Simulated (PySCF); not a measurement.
# doublet H3PO+ at 6 levels

Wanted: a comparison of 6 runs (UB3LYP/STO-3G, UPBE/STO-3G, NEVPT2(3,3)/STO-3G, ROCCSD(T)/STO-3G, UCCSD(T)/STO-3G, FCI/STO-3G) of doublet H3PO+. 

The calculation is run with PySCF 2.14.0.

8 further runs of the same task are left out: 8 set aside as unsound or not needed.

### 1 The system as given

The species is H3PO+ (5 atoms), meant as a doublet with charge +1. As SMILES of the parent species, `O=[PH3]`. Geometry: relaxed at GFN2-xTB. That shape belongs to the parent species and isn't relaxed for this state.

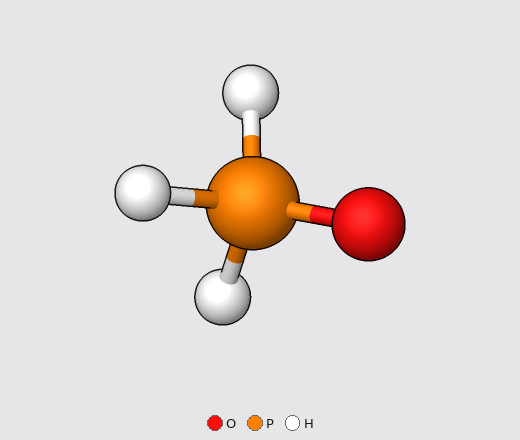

Viewed from a chosen angle; oxygen red, phosphorus orange, hydrogen white.

### 2 The energy at UB3LYP/STO-3G (run 1)

Input file start.xyz:

```xyz
5

O     -1.381960    -0.328270     0.532950
P     -0.058510    -0.014650     0.022530
H      0.807060     0.564860     0.939400
H      0.663660    -1.098320    -0.454890
H     -0.030250     0.876380    -1.039990
```

Input file job.py:

```python
from pyscf import gto, dft

mol = gto.Mole()
mol.atom = 'start.xyz'
mol.spin = 1
mol.basis = 'sto-3g'
mol.max_memory = 1860
mol.charge = 1
mol.verbose = 3
mol.build()

ks = dft.UKS(mol, xc='b3lyp')
ks.grids.level = 5
ks.conv_tol = 1e-10
ks.kernel()
if not ks.converged:
    ks = ks.newton().run(ks.mo_coeff, ks.mo_occ)

etot = ks.e_tot
print('Final energy', etot)
```

The run is started by

```bash
$ OMP_NUM_THREADS=1 python job.py
```

Log:

```text
converged SCF energy = -413.076059125618  <S^2> = 0.75312673  2S+1 = 2.0031243
Final energy -413.0760591256176
```

It took 4.5 s on 1 thread of Arm Neoverse V2, shared host; peak memory 0.2 GiB.

### 3 The energy at UPBE/STO-3G (run 2)

start.xyz is that of step 2.

Input file input.py:

```python
from pyscf import gto, dft

mol = gto.Mole()
mol.atom = 'start.xyz'
mol.max_memory = 1860
mol.verbose = 3
mol.basis = 'sto-3g'
mol.spin = 1
mol.charge = 1
mol.build()

calc0 = dft.UKS(mol)
calc0.xc = 'pbe'
calc0.grids.level = 5
calc0.conv_tol = 1e-10
calc0.kernel()
if not calc0.converged:
    calc0 = calc0.newton().run(calc0.mo_coeff, calc0.mo_occ)

e_final = calc0.e_tot
print('Final energy', e_final)
```

The run is started by

```bash
$ OMP_NUM_THREADS=1 python input.py
```

Log:

```text
converged SCF energy = -412.820514763915  <S^2> = 0.75215571  2S+1 = 2.0021546
Final energy -412.82051476391473
```

It took 4.8 s on 1 thread of Arm Neoverse V2, shared host; peak memory 0.19 GiB.

### 4 A single-point energy at NEVPT2(3,3)/STO-3G (run 3)

Input file job.py:

```python
import numpy
from pyscf import gto, scf, mp, mcscf, mrpt

mol = gto.Mole()
mol.atom = '''
O     -2.611526    -0.620340     1.007130
P     -0.110568    -0.027684     0.042576
H      1.525122     1.067431     1.775209
H      1.254136    -2.075524    -0.859618
H     -0.057164     1.656118    -1.965296
'''
mol.spin = 1
mol.unit = 'bohr'
mol.verbose = 3
mol.charge = 1
mol.max_memory = 1860
mol.basis = 'sto-3g'
mol.build()

mf = scf.ROHF(mol)
mf.conv_tol = 1e-10
mf.kernel()
if not mf.converged:
    mf = mf.newton().run(mf.mo_coeff, mf.mo_occ)

pt = mp.MP2(scf.addons.convert_to_uhf(mf)).run()
noons, natorbs = mcscf.addons.make_natural_orbitals(pt)
print('natural occupations', numpy.round(noons[:40], 4))
cas = mcscf.CASSCF(mf, 3, 3)
cas.fix_spin_(ss=0.75)
cas.natorb = True
cas.kernel(natorbs)
e_pt2 = mrpt.NEVPT(cas).kernel()
e_final = cas.e_tot + e_pt2
print('E(%s) = %.9f' % ('NEVPT2', e_final))
```

The run is started by

```bash
$ OMP_NUM_THREADS=1 python job.py
```

Log:

```text
converged SCF energy = -412.178981055081
E(UMP2) = -412.239234789937  E_corr = -0.0602537348559411
E(SCS-UMP2) = -412.246157140672  E_corr = -0.0671760855914696
natural occupations [2.     2.     2.     1.9999 1.9999 1.9999 1.9988 1.9959 1.9937 1.9873
 1.9866 1.9865 1.     0.0155 0.0143 0.012  0.0097]
CASSCF energy = -412.194977270924
CASCI E = -412.194977270924  E(CI) = -3.65189983385989  S^2 = 0.7500000
Sr    (-1)',   E = -0.00003531953289
Si    (+1)',   E = -0.00013200278908
Sijrs (0)  ,   E = -0.03110836625566
Sijr  (+1) ,   E = -0.00871232388762
Srsi  (-1) ,   E = -0.00505024129320
Srs   (-2) ,   E = -0.00050056436323
Sij   (+2) ,   E = -0.00069114273256
Sir   (0)' ,   E = -0.00401464489020
Nevpt2 Energy = -0.050244605744433
E(NEVPT2) = -412.245221877
```

Run time: 1.1 s. Hardware: 1 thread of Arm Neoverse V2, shared host; peak memory 0.12 GiB.

Runs 4 to 5 aren't shown in full; the table further down has their settings and results.

### 5 The energy at FCI/STO-3G (run 6)

Input file calc.py:

```python
from pyscf import gto, mcscf

mol = gto.M(
    atom='''
O     -2.611526    -0.620340     1.007130
P     -0.110568    -0.027684     0.042576
H      1.525122     1.067431     1.775209
H      1.254136    -2.075524    -0.859618
H     -0.057164     1.656118    -1.965296
''',
    charge=1,
    max_memory=1860,
    verbose=3,
    unit='bohr',
    basis='sto-3g',
    spin=1,
)

mf = mol.ROHF()
mf.conv_tol = 1e-10
mf.kernel()
if not mf.converged:
    mf = mf.newton().run(mf.mo_coeff, mf.mo_occ)

cas = mcscf.CASCI(mf, mf.mo_coeff.shape[-1] - 6, (mol.nelec[0] - 6, mol.nelec[1] - 6))  # full CI above the frozen core
cas.fix_spin_(ss=0.75)
cas.kernel()
etot = cas.e_tot
print(f'total energy: {etot:.8f} hartree')
```

The run is started by

```bash
$ OMP_NUM_THREADS=1 python calc.py
```

Log:

```text
converged SCF energy = -412.178981055081
CASCI E = -412.266428450111  E(CI) = -44.4433419447127  S^2 = 0.7500000
total energy: -412.26642845 hartree
```

Wall time 2.8 s (1 thread of Arm Neoverse V2, shared host); peak memory 0.15 GiB.

### 6 The series

```csv
run,level,integration grid,active selection,energy (Eh),⟨S²⟩,wall time
1,UB3LYP/STO-3G,5,–,-413.076059,0.753,4.5 s
2,UPBE/STO-3G,5,–,-412.820515,0.752,4.8 s
3,"NEVPT2(3,3)/STO-3G",–,mp2 natural orbitals,-412.245222,–,1.1 s
4,ROCCSD(T)/STO-3G,–,–,-412.265917,0.750,1.1 s
5,UCCSD(T)/STO-3G,–,–,-412.265917,0.757,1.1 s
6,FCI/STO-3G,–,–,-412.266428,–,2.8 s
```

### 7 What came out

| quantity | value |
| --- | --- |
| run 6: total energy | -412.26643 Eh |
| run 6: correlation energy (6 core orbitals frozen) | -87.4 mEh |

In words: Against full CI in this basis: ROCCSD(T) +0.5 mEh; UCCSD(T) +0.5 mEh. Totals of different functionals can't be ranked against each other. In runs 1, 2, 3, 4, 5, 6 the basis is minimal, so the values are rough. All runs together took 15 s, the longest 4.8 s.
